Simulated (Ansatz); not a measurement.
Electronic density of states of amorphous Si₂₄O₅₁B₂, density 2.18 g/cm³, on a 2×2×2 Γ-centred mesh with a Gaussian width of 0.1 eV; energies count from the Fermi level, whose place inside the gap is arbitrary. Cell and mesh are small, so fine structure isn't converged. Level of theory: PBE, scalar-relativistic without spin-orbit coupling (plane waves to 420 eV, PAW; Ansatz, a quantum-chemistry and plane-wave program). Sampling: a 2×2×2 Γ-centred mesh; Fermi-Dirac width 0.02 eV; no spin polarisation. At PBE the levels at the filled edge of the gap are localised (band-tail or defect states), and the nearest spread-out levels lie 5.0 eV apart at the zone centre.

The cell was made by melting and quenching with the CHGNet potential and then relaxed with DFT. O atoms were pushed apart under 1.9 Å during the dynamics, to hinder bonds among them. The hot cell started wider than the set density and was brought back towards it in steps. It is the lowest in DFT energy of 2 quenches. It is a model cell: composition and starting density were chosen by hand, and all elements were melted together. No dispersion term was used. Its density started from a set value of 2.18 and ended at 2.18 g/cm³. The quench (nominally 400 K/ps over its main leg) was far faster than any real one, so the model tends to hold more defects than a real film. A cell of this size samples the disorder only roughly. The volume was held where the preparation left it, at a PBE pressure of 0.0 GPa. Stress components on the final sampling reach 2.4 GPa.

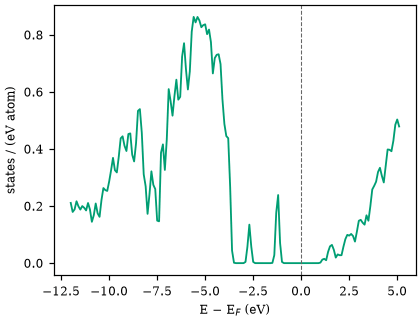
Fig. 1. Density of states per atom

The level gap on this mesh is 2.36 eV; the broadening fills part of it in the curve.
